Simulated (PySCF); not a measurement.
# C₇H₁₂: a tour of settings

Aim: see how C₇H₁₂ (`CCC1=C(C)CC1`) answers to the choice of functional, basis, grid and SCF options.

The runs use PySCF 2.14.0, with density-fitted response routines of our own; the level of theory stands in each step. All values are computed, except where a source is named. Atoms are numbered from 0 throughout.

## 1. Starting geometry

19 atoms, charge 0, multiplicity 1; geometry from: GFN2-xTB.

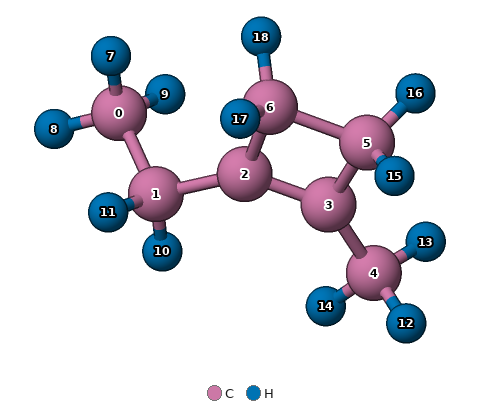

The starting geometry (carbon pink, hydrogen blue), atoms numbered.

## 2. Nuclear shieldings: PBE0/pcSseg-1

Job settings and geometry (Å):

```
{"job": {"kind": "nmr", "xc": "PBE0", "basis": "pcSseg-1"}, "charge": 0, "multiplicity": 1}
C     -2.376598    -0.792923    -0.146493
C     -1.334020    -0.298798     0.858181
C     -0.149999     0.283193     0.171460
C      1.148551    -0.017256     0.079977
C      2.042115    -1.072077     0.618389
C      1.467163     1.153770    -0.818594
C     -0.040716     1.498582    -0.719943
H     -2.720126     0.028596    -0.771012
H     -3.234458    -1.216442     0.371262
H     -1.947268    -1.558450    -0.789369
H     -1.013310    -1.127531     1.493255
H     -1.789535     0.462784     1.499236
H      2.841282    -0.625972     1.211258
H      2.507111    -1.626143    -0.197420
H      1.485748    -1.767405     1.242606
H      2.134229     1.900380    -0.389243
H      1.814760     0.896021    -1.818398
H     -0.263081     2.450623    -0.239174
H     -0.581652     1.438299    -1.663440
```

With the program's defaults for keys left out, this is: GIAO PBE0/pcSseg-1 NMR shielding, non-relativistic, gas phase.

Launch:

```sh
OMP_NUM_THREADS=1 python probes_run.py task.json out
```

This one command runs all jobs of the session in turn.

What it wrote:

```text
coarse grid: 15048 points
cycle   1  E = -273.4580662597  dE =  8.228e-01  |g| = 4.320e-01  |ddm| = 3.964e+00
cycle   2  E = -273.4521693066  dE =  5.897e-03  |g| = 4.691e-01  |ddm| = 9.135e-01
cycle   3  E = -273.5111819615  dE = -5.901e-02  |g| = 3.642e-02  |ddm| = 5.377e-01
cycle   4  E = -273.5113180797  dE = -1.361e-04  |g| = 2.716e-02  |ddm| = 6.100e-02
cycle   5  E = -273.5114846809  dE = -1.666e-04  |g| = 8.050e-03  |ddm| = 2.990e-02
cycle   6  E = -273.5114990905  dE = -1.441e-05  |g| = 2.511e-03  |ddm| = 8.998e-03
cycle   7  E = -273.5115005793  dE = -1.489e-06  |g| = 2.352e-04  |ddm| = 2.257e-03
final grid: 142920 points
cycle   8  E = -273.5548991252  dE = -4.043e-05  |g| = 8.508e-03  |ddm| = 4.234e-02
cycle   9  E = -273.5548948553  dE =  4.270e-06  |g| = 9.467e-03  |ddm| = 1.721e-02
cycle  10  E = -273.5549184554  dE = -2.360e-05  |g| = 6.161e-04  |ddm| = 9.557e-03
cycle  11  E = -273.5549185260  dE = -7.067e-08  |g| = 3.008e-04  |ddm| = 8.477e-04
cycle  12  E = -273.5549185471  dE = -2.112e-08  |g| = 7.953e-05  |ddm| = 3.082e-04
cycle  13  E = -273.5549185486  dE = -1.428e-09  |g| = 1.710e-05  |ddm| = 8.522e-05
cycle  14  E = -273.5549185486  dE = -6.571e-11  |g| = 2.810e-06  |ddm| = 1.731e-05
converged SCF energy = -273.5549185486

GIAO shielding tensors (ppm)
atom      isotropic    diamagn.    paramagn.     s11        s22        s33       span
  0 C      171.815     247.388     -75.574    160.297    169.297    185.849     25.552
  1 C      161.386     245.573     -84.187    145.787    167.351    171.020     25.233
  2 C       36.083     261.406    -225.323    -71.382     45.741    133.890    205.271
  3 C       42.701     263.352    -220.651    -58.144     47.321    138.925    197.069
  4 C      170.994     247.094     -76.100    153.480    172.170    187.331     33.850
  5 C      155.693     254.521     -98.828    141.864    159.706    165.508     23.644
  6 C      158.257     251.850     -93.594    145.491    163.368    165.911     20.420
  7 H       30.492      30.461       0.031     26.139     29.717     35.618      9.479
  8 H       30.576      28.288       2.289     26.279     27.680     37.770     11.491
  9 H       30.955      30.845       0.109     27.020     29.415     36.429      9.409
 10 H       29.352      31.832      -2.481     24.850     29.512     33.694      8.844
 11 H       29.799      30.498      -0.699     25.462     28.378     35.558     10.096
 12 H       30.075      28.345       1.730     25.943     27.916     36.365     10.423
 13 H       30.071      28.976       1.095     26.105     27.992     36.116     10.011
 14 H       29.624      30.922      -1.297     25.142     29.545     34.186      9.044
 15 H       29.426      31.072      -1.646     26.212     27.414     34.652      8.440
 16 H       29.472      31.424      -1.952     26.253     27.565     34.599      8.346
 17 H       29.543      31.183      -1.640     26.018     27.662     34.948      8.930
 18 H       29.217      31.758      -2.541     25.975     27.859     33.817      7.842
```

Run time: 24 s. Hardware: 1 thread of Arm Neoverse V2, shared host; peak memory 0.76 GiB.

Shifts follow as δ = σ(reference) − σ, with reference shieldings (ppm) from runs at the same level and on the same kind of geometry: 1H TMS 31.72, 13C TMS 186.9. The references are single molecules in the gas phase. Atoms listed in one row are averaged.

| atoms | environment | σ (ppm) | δ (ppm) | δ scaled to CDCl3 |
| --- | --- | --- | --- | --- |
| C2 | fully substituted alkene carbon | 36.1 | 150.8 | 145.3 |
| C3 | fully substituted alkene carbon | 42.7 | 144.2 | 138.8 |
| C5 | allylic sp3 CH2 | 155.7 | 31.2 | 28.6 |
| C6 | allylic sp3 CH2 | 158.3 | 28.7 | 26.1 |
| C1 | allylic sp3 CH2 | 161.4 | 25.5 | 23.0 |
| C4 | allylic methyl carbon | 171.0 | 15.9 | 13.6 |
| C0 | methyl carbon | 171.8 | 15.1 | 12.8 |
| H17, H18 | hydrogen on an allylic sp3 CH2 | 29.38 | 2.34 | 2.31 |
| H15, H16 | hydrogen on an allylic sp3 CH2 | 29.45 | 2.27 | 2.24 |
| H10, H11 | hydrogen on an allylic sp3 CH2 | 29.58 | 2.14 | 2.12 |
| H12, H13, H14 | hydrogen on an allylic methyl carbon | 29.92 | 1.79 | 1.80 |
| H7, H8, H9 | hydrogen on a methyl carbon | 30.67 | 1.04 | 1.09 |

The scaled column applies a straight-line fit of computed shieldings to shifts measured in CDCl3 (root-mean-square error 0.16 ppm for H, 1.9 ppm for C).

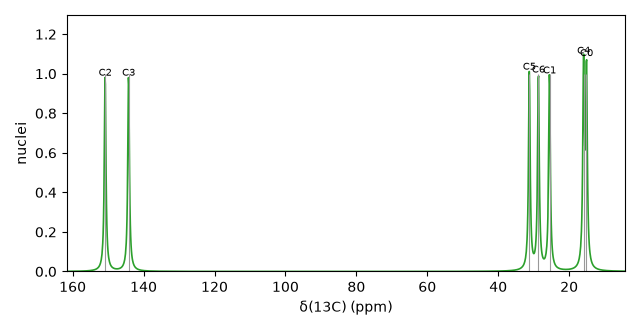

13C lines at the computed shifts, without couplings. Lines are broadened to a width of 0.54 ppm (Lorentzian).

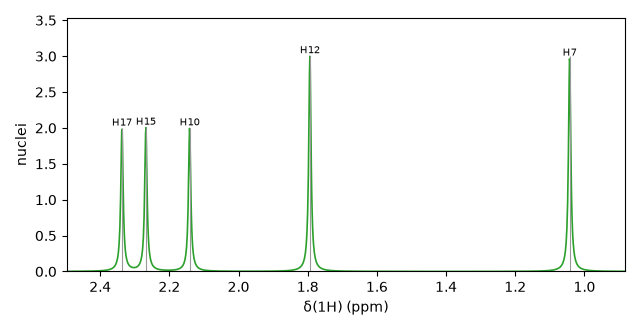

1H lines at the computed shifts, without couplings. Lines are broadened to a width of 0.01 ppm (Lorentzian).

The run also stored atomic charges by several schemes (e):

| atoms | Mulliken | IAO | Hirshfeld | ESP fit |
| --- | --- | --- | --- | --- |
| C0 | -0.28 | -0.41 | -0.12 | -0.14 |
| C1 | -0.14 | -0.27 | -0.07 | 0.11 |
| C2 | -0.26 | -0.01 | 0.00 | -0.21 |
| C3 | -0.35 | -0.01 | 0.00 | 0.30 |
| C4 | -0.12 | -0.44 | -0.12 | -0.75 |
| C5 | -0.13 | -0.27 | -0.08 | -0.22 |
| C6 | -0.13 | -0.27 | -0.08 | -0.18 |

Mulliken charges:

C0 -0.28; C1 -0.14; C2 -0.26; C3 -0.35; C4 -0.12; C5 -0.13; C6 -0.13; H7 0.11; H8 0.11; H9 0.11; H10 0.11; H11 0.12; H12 0.12; H13 0.12; H14 0.11; H15 0.12; H16 0.12; H17 0.12; H18 0.12

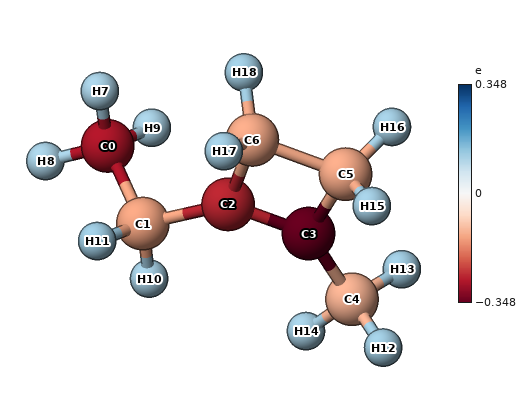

Mulliken charges, as colours on the atoms.

Mayer bond orders: C0–C1 1.05, C1–C2 1.05, C2–C3 1.78, C3–C4 1.10, C3–C5 1.09, C5–C6 1.08, C6–C2 1.09.

Ring of atoms C2, C3, C5, C6: NICS(0) -0.5, NICS(1) -2.6, NICS(1)zz 0.0 ppm (means of both faces).

## 3. TDDFT and polarisability: PBE0/def2-SVPD

Same as in step 2 but for these lines:

```diff
@@ -1,2 +1,2 @@
-{"job": {"kind": "nmr", "xc": "PBE0", "basis": "pcSseg-1"}, "charge": 0, "multiplicity": 1}
+{"job": {"kind": "uv", "xc": "PBE0", "basis": "def2-SVPD", "nstates": 6, "ntriplets": 2}, "charge": 0, "multiplicity": 1}
 C     -2.376598    -0.792923    -0.146493
```

Level: TDDFT PBE0/def2-SVPD, vertical, gas phase, core orbitals frozen in the response.

What it wrote:

```text
coarse grid: 15048 points
cycle   1  E = -273.3177809871  dE =  7.546e-01  |g| = 4.138e-01  |ddm| = 8.501e+00
cycle   2  E = -273.3118249320  dE =  5.956e-03  |g| = 4.513e-01  |ddm| = 2.261e+00
cycle   3  E = -273.3679391170  dE = -5.611e-02  |g| = 3.791e-02  |ddm| = 1.398e+00
cycle   4  E = -273.3681118343  dE = -1.727e-04  |g| = 2.788e-02  |ddm| = 1.811e-01
cycle   5  E = -273.3682922416  dE = -1.804e-04  |g| = 8.151e-03  |ddm| = 6.952e-02
cycle   6  E = -273.3683074209  dE = -1.518e-05  |g| = 2.521e-03  |ddm| = 2.216e-02
cycle   7  E = -273.3683089731  dE = -1.552e-06  |g| = 2.573e-04  |ddm| = 6.194e-03
final grid: 142920 points
cycle   8  E = -273.4108359745  dE = -4.229e-05  |g| = 8.217e-03  |ddm| = 2.398e-01
cycle   9  E = -273.4108318629  dE =  4.112e-06  |g| = 9.104e-03  |ddm| = 4.321e-02
cycle  10  E = -273.4108543459  dE = -2.248e-05  |g| = 6.448e-04  |ddm| = 2.342e-02
cycle  11  E = -273.4108544317  dE = -8.581e-08  |g| = 2.812e-04  |ddm| = 2.209e-03
cycle  12  E = -273.4108544501  dE = -1.838e-08  |g| = 8.678e-05  |ddm| = 7.124e-04
cycle  13  E = -273.4108544518  dE = -1.769e-09  |g| = 1.891e-05  |ddm| = 2.659e-04
cycle  14  E = -273.4108544519  dE = -8.720e-11  |g| = 3.383e-06  |ddm| = 5.603e-05
converged SCF energy = -273.4108544519

Static polarisability (au): isotropic 83.215, principal 66.798 82.879 99.967

Singlet excitations
state   eV       nm        f      main configurations
  1   6.1013    203.2   0.01719   H->L 0.78, H->L+1 0.20
  2   6.5972    187.9   0.09957   H->L+1 0.50, H->L+2 0.36, H->L 0.12
  3   6.8344    181.4   0.05518   H->L+3 0.60, H->L+2 0.29
  4   7.0794    175.1   0.23320   H->L+3 0.33, H->L+2 0.26, H->L+1 0.17
  5   7.2052    172.1   0.06296   H->L+4 0.84
  6   7.5356    164.5   0.00730   H->L+6 0.35, H-1->L 0.25, H-1->L+1 0.21

Triplet excitations (Tamm-Dancoff, eV): 4.3450 6.0254
```

Wall time 43 s (1 thread of Arm Neoverse V2, shared host); peak memory 0.91 GiB.

The orbitals next to the gap, with their largest atomic shares:

| orbital | eV | atoms |
| --- | --- | --- |
| HOMO−3 | -9.32 | C1 16 %, C5 13 %, C6 11 % |
| HOMO−2 | -9.01 | C6 22 %, C5 20 %, C3 11 % |
| HOMO−1 | -8.36 | C5 16 %, C6 16 %, C2 16 % |
| HOMO | -6.46 | C3 30 %, C2 30 %, C6 6 % |
| LUMO | 0.68 | C0 13 %, C1 11 %, C3 11 % |
| LUMO+1 | 0.96 | C3 18 %, C4 17 %, C2 15 % |
| LUMO+2 | 1.29 | H18 12 %, C4 11 %, C0 10 % |

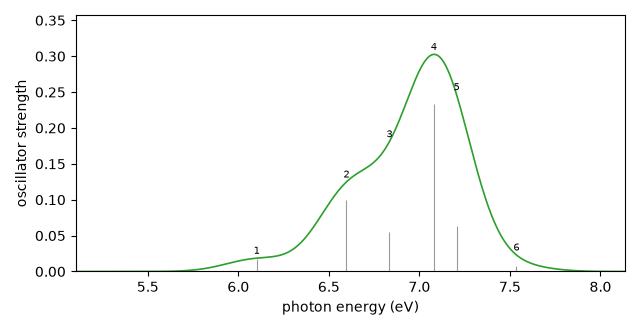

Absorption spectrum from the 6 singlet states computed; above the last one it falls off for lack of states. Lines are broadened to a width of 0.40 eV (Gaussian).

Ground-state properties from the same run:

| property | computed |
| --- | --- |
| dipole moment (D) | 0.31 |
| polarisability (Å³) | 12.33 |
| HOMO–LUMO gap (eV) | 7.14 |
| −ε(HOMO) (eV) | 6.46 |

## 4. NMR shieldings: BHandHLYP/pcseg-1

Same as in step 3 but for these lines:

```diff
@@ -1,2 +1,2 @@
-{"job": {"kind": "uv", "xc": "PBE0", "basis": "def2-SVPD", "nstates": 6, "ntriplets": 2}, "charge": 0, "multiplicity": 1}
+{"job": {"kind": "nmr", "xc": "BHandHLYP", "basis": "pcseg-1", "pop": true, "gauge": [0, 0, 50], "scf": {"max_cycle": 77}}, "charge": 0, "multiplicity": 1}
 C     -2.376598    -0.792923    -0.146493
```

Level: common gauge origin BHandHLYP/pcseg-1 NMR shielding, non-relativistic, gas phase.

What it wrote:

```text
final grid: 142920 points
cycle   1  E = -273.6567577083  dE =  1.117e+00  |g| = 3.092e-01  |ddm| = 4.316e+00
cycle   2  E = -273.6789422487  dE = -2.218e-02  |g| = 1.816e-01  |ddm| = 5.617e-01
cycle   3  E = -273.6874599875  dE = -8.518e-03  |g| = 4.881e-02  |ddm| = 2.886e-01
cycle   4  E = -273.6880915899  dE = -6.316e-04  |g| = 1.311e-02  |ddm| = 6.662e-02
cycle   5  E = -273.6881317838  dE = -4.019e-05  |g| = 3.312e-03  |ddm| = 1.661e-02
cycle   6  E = -273.6881343465  dE = -2.563e-06  |g| = 1.135e-03  |ddm| = 4.454e-03
cycle   7  E = -273.6881346624  dE = -3.159e-07  |g| = 1.874e-04  |ddm| = 1.366e-03
cycle   8  E = -273.6881346723  dE = -9.885e-09  |g| = 4.498e-05  |ddm| = 3.125e-04
cycle   9  E = -273.6881346729  dE = -5.847e-10  |g| = 1.378e-05  |ddm| = 7.539e-05
converged SCF energy = -273.6881346729

GIAO shielding tensors (ppm)
atom      isotropic    diamagn.    paramagn.     s11        s22        s33       span
  0 C       92.055    -348.184     440.239   -240.392     35.845    480.712    721.103
  1 C      584.713    2022.874   -1438.161    130.256    741.479    882.403    752.147
  2 C      170.883    1056.139    -885.256    -53.614     65.703    500.560    554.173
  3 C      138.403     760.708    -622.305   -159.341    108.466    466.084    625.425
  4 C      399.109    1073.105    -673.995   -128.823    493.008    833.144    961.968
  5 C     -118.489    -978.918     860.429   -579.621   -138.572    362.725    942.346
  6 C      -72.115    -762.018     689.903   -535.719    -67.314    386.689    922.407
  7 H     -636.456   -2163.335    1526.879  -1353.022   -979.834    423.489   1776.511
  8 H      380.771    1137.578    -756.808   -613.906    587.429   1168.789   1782.695
  9 H     -649.406   -2233.838    1584.432  -1326.521  -1005.712    384.014   1710.535
 10 H      967.577    2994.539   -2026.962   -184.064   1418.083   1668.711   1852.774
 11 H      934.650    2967.577   -2032.927   -242.167   1305.430   1740.687   1982.854
 12 H      678.978    2188.890   -1509.912   -382.632    928.885   1490.681   1873.313
 13 H     -570.841   -2054.613    1483.772  -1331.153   -882.759    501.388   1832.541
 14 H      765.167    2376.521   -1611.354   -284.173   1162.851   1416.822   1700.995
 15 H      213.055     740.423    -527.369   -804.391    236.088   1207.468   2011.859
 16 H    -1169.982   -3795.887    2625.906  -1943.701  -1727.152    160.909   2104.610
 17 H      306.214    1026.787    -720.573   -739.160    381.832   1275.971   2015.132
 18 H    -1099.536   -3593.139    2493.603  -1895.938  -1609.751    207.081   2103.019
```

Run time: 12 s. Hardware: 1 thread of Arm Neoverse V2, shared host; peak memory 0.71 GiB.

It converged, yet the result is unsound: a common gauge origin replaces GIAOs, so the shieldings depend on where the origin lies. Its shieldings differ from those of step 2 (PBE0/pcSseg-1) by up to 1199 ppm (H16).

## 5. NMR shieldings: PBE0/6-31G*

Same as in step 4 but for these lines:

```diff
@@ -1,2 +1,2 @@
-{"job": {"kind": "nmr", "xc": "BHandHLYP", "basis": "pcseg-1", "pop": true, "gauge": [0, 0, 50], "scf": {"max_cycle": 77}}, "charge": 0, "multiplicity": 1}
+{"job": {"kind": "nmr", "xc": "PBE0", "basis": "6-31G*", "pop": true}, "charge": 0, "multiplicity": 1}
 C     -2.376598    -0.792923    -0.146493
```

With the program's defaults for keys left out, this is: GIAO PBE0/6-31G* NMR shielding, non-relativistic, gas phase.

What it wrote:

```text
coarse grid: 15048 points
cycle   1  E = -273.5924670525  dE =  8.216e-01  |g| = 4.512e-01  |ddm| = 3.842e+00
cycle   2  E = -273.5902845982  dE =  2.182e-03  |g| = 4.689e-01  |ddm| = 1.222e+00
cycle   3  E = -273.6503686927  dE = -6.008e-02  |g| = 3.292e-02  |ddm| = 7.545e-01
cycle   4  E = -273.6504634405  dE = -9.475e-05  |g| = 2.659e-02  |ddm| = 6.488e-02
cycle   5  E = -273.6506303370  dE = -1.669e-04  |g| = 7.133e-03  |ddm| = 3.142e-02
cycle   6  E = -273.6506421375  dE = -1.180e-05  |g| = 2.056e-03  |ddm| = 9.378e-03
cycle   7  E = -273.6506431633  dE = -1.026e-06  |g| = 1.877e-04  |ddm| = 2.086e-03
final grid: 142920 points
cycle   8  E = -273.5882039789  dE = -2.982e-05  |g| = 8.598e-03  |ddm| = 2.884e-02
cycle   9  E = -273.5882017004  dE =  2.279e-06  |g| = 9.209e-03  |ddm| = 2.190e-02
cycle  10  E = -273.5882245245  dE = -2.282e-05  |g| = 5.805e-04  |ddm| = 1.214e-02
cycle  11  E = -273.5882245895  dE = -6.497e-08  |g| = 2.798e-04  |ddm| = 8.532e-04
cycle  12  E = -273.5882246086  dE = -1.911e-08  |g| = 6.241e-05  |ddm| = 3.041e-04
cycle  13  E = -273.5882246095  dE = -8.862e-10  |g| = 1.783e-05  |ddm| = 9.037e-05
converged SCF energy = -273.5882246095

GIAO shielding tensors (ppm)
atom      isotropic    diamagn.    paramagn.     s11        s22        s33       span
  0 C      181.880     247.126     -65.246    172.067    179.461    194.111     22.044
  1 C      172.631     248.736     -76.105    159.468    177.361    181.065     21.597
  2 C       58.431     247.414    -188.983    -36.168     66.558    144.904    181.072
  3 C       64.253     248.557    -184.303    -24.454     67.987    149.227    173.681
  4 C      181.109     253.086     -71.977    166.472    181.187    195.669     29.198
  5 C      167.317     256.098     -88.780    155.686    168.690    177.576     21.890
  6 C      169.234     254.656     -85.423    158.095    171.907    177.699     19.603
  7 H       31.146      30.155       0.991     26.805     30.539     36.095      9.289
  8 H       31.273      29.337       1.935     27.020     28.752     38.047     11.027
  9 H       31.520      30.142       1.378     27.660     30.108     36.791      9.131
 10 H       30.011      31.749      -1.737     25.667     30.274     34.092      8.425
 11 H       30.415      30.768      -0.353     26.349     29.120     35.775      9.426
 12 H       30.886      29.823       1.062     26.951     29.035     36.670      9.719
 13 H       30.876      30.255       0.621     27.138     29.063     36.428      9.290
 14 H       30.493      31.565      -1.072     26.126     30.647     34.705      8.579
 15 H       30.175      31.082      -0.907     26.971     28.450     35.105      8.134
 16 H       30.216      31.471      -1.255     27.048     28.552     35.047      7.999
 17 H       30.266      31.377      -1.110     26.738     28.740     35.321      8.583
 18 H       29.955      32.017      -2.062     26.669     28.933     34.262      7.594
```

Wall time 13 s (1 thread of Arm Neoverse V2, shared host); peak memory 0.64 GiB.

In short: δ C2 138.0, C3 132.1, C5 29.1, C6 27.2, H17 2.30, H15 2.22 ppm (means over like atoms).

## 6. NMR shieldings: HF/pcSseg-1 in chloroform

Same as in step 5 but for these lines:

```diff
@@ -1,2 +1,2 @@
-{"job": {"kind": "nmr", "xc": "PBE0", "basis": "6-31G*", "pop": true}, "charge": 0, "multiplicity": 1}
+{"job": {"kind": "nmr", "xc": "HF", "basis": "pcSseg-1", "solvent": "chloroform", "pop": true, "scf": {"aux": "def2-qzvpp-jkfit", "guess": "atom"}}, "charge": 0, "multiplicity": 1}
 C     -2.376598    -0.792923    -0.146493
```

Method: GIAO HF/pcSseg-1 NMR shielding, non-relativistic, IEF-PCM chloroform.

What it wrote:

```text
final grid: 142920 points
cycle   1  E = -271.8166145481  dE =  3.946e+00  |g| = 6.866e-01  |ddm| = 3.782e+00
cycle   2  E = -271.9490325425  dE = -1.324e-01  |g| = 2.582e-01  |ddm| = 9.255e-01
cycle   3  E = -271.9677021984  dE = -1.867e-02  |g| = 7.621e-02  |ddm| = 3.426e-01
cycle   4  E = -271.9697376487  dE = -2.035e-03  |g| = 1.270e-02  |ddm| = 1.288e-01
cycle   5  E = -271.9697906665  dE = -5.302e-05  |g| = 3.714e-03  |ddm| = 2.057e-02
cycle   6  E = -271.9697968910  dE = -6.224e-06  |g| = 1.001e-03  |ddm| = 9.241e-03
cycle   7  E = -271.9697972481  dE = -3.571e-07  |g| = 3.082e-04  |ddm| = 1.857e-03
cycle   8  E = -271.9697972998  dE = -5.170e-08  |g| = 1.004e-04  |ddm| = 7.206e-04
cycle   9  E = -271.9697973052  dE = -5.356e-09  |g| = 3.650e-05  |ddm| = 1.964e-04
cycle  10  E = -271.9697973062  dE = -1.065e-09  |g| = 1.817e-05  |ddm| = 8.260e-05
cycle  11  E = -271.9697973065  dE = -3.070e-10  |g| = 4.693e-06  |ddm| = 5.800e-05
converged SCF energy = -271.9697973065

GIAO shielding tensors (ppm)
atom      isotropic    diamagn.    paramagn.     s11        s22        s33       span
  0 C      177.978     245.642     -67.664    166.264    177.142    190.530     24.266
  1 C      171.387     240.926     -69.538    158.413    176.459    179.290     20.877
  2 C       42.261     263.286    -221.025    -81.592     62.082    146.292    227.884
  3 C       48.451     265.387    -216.936    -69.732     64.243    150.841    220.573
  4 C      179.001     242.493     -63.492    164.856    179.622    192.525     27.669
  5 C      166.147     252.316     -86.169    154.776    168.067    175.597     20.821
  6 C      168.320     249.359     -81.040    157.552    171.392    176.016     18.464
  7 H       30.831      30.394       0.437     26.185     29.970     36.339     10.155
  8 H       30.913      28.690       2.223     26.304     27.768     38.668     12.364
  9 H       31.328      30.644       0.684     27.099     29.762     37.122     10.023
 10 H       29.845      31.434      -1.589     25.028     29.789     34.720      9.692
 11 H       30.372      30.579      -0.207     25.837     28.678     36.603     10.766
 12 H       30.479      28.467       2.012     26.050     28.116     37.271     11.221
 13 H       30.474      28.862       1.612     26.209     28.179     37.035     10.826
 14 H       29.983      30.155      -0.172     25.105     29.864     34.980      9.875
 15 H       29.950      31.666      -1.716     26.533     27.523     35.794      9.261
 16 H       29.995      31.835      -1.839     26.573     27.696     35.717      9.144
 17 H       30.058      31.599      -1.541     26.345     27.796     36.032      9.687
 18 H       29.791      31.912      -2.122     26.264     28.123     34.985      8.722
```

Wall time 11 s (1 thread of Arm Neoverse V2, shared host); peak memory 0.9 GiB.

Key values: δ C2 151.7, C3 145.5, C5 27.9, C6 25.7, H17 2.21, H15 2.16 ppm (means over like atoms).

## 7. Comparing the runs: NMR shifts

Shifts (ppm) of some atoms, chosen among heavy atoms and hydrogens apart, means over like atoms, with basis size and wall time:

| run | C2 | C3 | C5 | C6 | C1 | H10 | H12 | functions | time |
| --- | --- | --- | --- | --- | --- | --- | --- | --- | --- |
| PBE0/pcSseg-1 | 150.8 | 144.2 | 31.2 | 28.7 | 25.5 | 2.14 | 1.79 | 179 | 24 s |
| PBE0/6-31G* | 138.0 | 132.1 | 29.1 | 27.2 | 23.8 | 2.20 | 1.66 | 122 | 13 s |
| HF/pcSseg-1 in chloroform | 151.7 | 145.5 | 27.9 | 25.7 | 22.6 | 2.03 | 1.82 | 179 | 11 s |

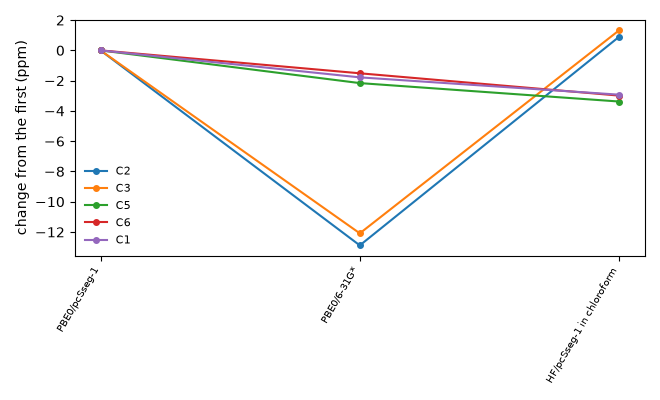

How five of the tabulated atoms move from run to run.

## 8. Outcome

| quantity | value |
| --- | --- |
| 13C shifts against TMS (PBE0/pcSseg-1) | 150.8, 144.2, 31.2, 28.7, 25.5, 15.9, 15.1 ppm |
| 1H shifts against TMS (PBE0/pcSseg-1, means over atoms taken as alike) | 2.34, 2.27, 2.14, 1.79, 1.04 ppm |
| lowest singlet (PBE0/def2-SVPD) | 6.10 eV (203 nm), f = 0.017 |
| brightest single state of those computed | state 4, 7.08 eV, f = 0.233 |
| lowest triplet | 4.34 eV |
| range of the shift of C2 | 138.0 to 151.7 ppm |
| property runs in this session | 5, of which 0 failed and 1 gave unsound results |

In words: Single values in the summary come from the first run of each kind that ended normally (PBE0/pcSseg-1; PBE0/def2-SVPD), which need not be the best level. The lowest singlet, at 6.10 eV, is HOMO→LUMO 0.78, HOMO→LUMO+1 0.20 and is weak; of the 6 states computed, the strongest absorption comes from state 4 at 7.08 eV. The lowest triplet lies 1.76 eV below the lowest singlet (triplets in Tamm-Dancoff, singlets in full TDDFT). States above −ε(HOMO) lie where TDDFT describes them poorly and they hang on the basis; the brightest is among them. In ppm, C2 moves most: its shift spreads over 13.8 ppm, from 138.0 (PBE0/6-31G*) to 151.7 (HF/pcSseg-1 in chloroform).
